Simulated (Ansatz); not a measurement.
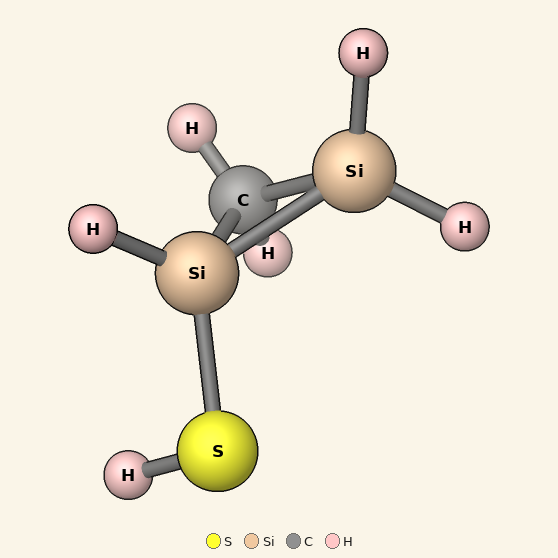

Orthographic view. Atoms fade into the background with distance from the viewer. Computed geometry: PBE-D4/def2-SVP optimisation. No frequency run is at hand to confirm it as a minimum.

### Write the InChI string.

InChI=1S/CH6SSi2/c2-4-1-3-4/h2,4H,1,3H2/t4-/m0/s1
